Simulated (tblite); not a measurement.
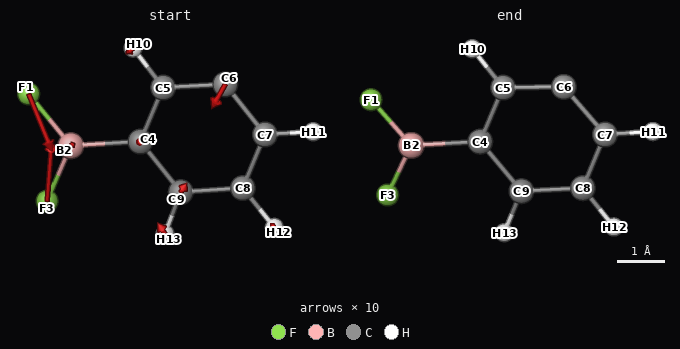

The structure of C6H4BF2 (multiplicity 2) before (left) and after (right) a relaxation, at one scale. The red arrows give the displacements, magnified 10 times.

A ball-and-stick model, seen at a tilt.

Level of theory: GFN2-xTB geometry optimisation, gas phase (tblite). 

What changed between the two?

The energy falls by 16.1 kcal/mol in 14 geometry steps. The largest move after the best rigid fit is that of F3, 0.15 Å. Largest moves by element: F 0.15 Å, C 0.07 Å, H 0.03 Å, B 0.01 Å. Some distances before and after: B2–F3 1.456 → 1.321 Å, F1–B2 1.449 → 1.320 Å, C5–C6 1.401 → 1.359 Å, C6–C7 1.390 → 1.365 Å. Bond angles that change, for instance: C5–C6–C7 120.1° → 125.2°, F1–B2–F3 118.3° → 114.0°, C6–C5–H10 118.8° → 122.7°. Cost: 0.07 s on 1 thread of Arm Neoverse V2 (shared host).
